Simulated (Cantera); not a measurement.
Charge: 1 mol Si, 1.1 mol NF₃, 74 mol N₂, 1.4 mol Cl₂, at 0.00133 bar.

Cantera equilibrium calculation (NASA polynomials, part measured and part estimated; ideal gas, pure solids and liquids). Candidate condensed phases: Si, Si₃N₄; 24 gas species. The tables' values for SiCl₃, SiF₃ are old estimates; treat these amounts as uncertain. Rates play no part.

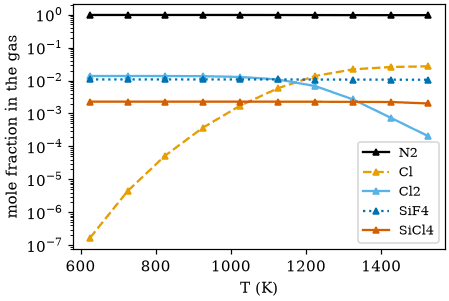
Fig. 1. Equilibrium gas composition (values under 1e-9 drawn at 1e-9)

Read off the mole fractions at 825 K.

N₂ about 0.97, Cl₂ about 0.014, SiF₄ about 0.011, SiCl₄ about 0.0023, Cl about 5.3e-5.
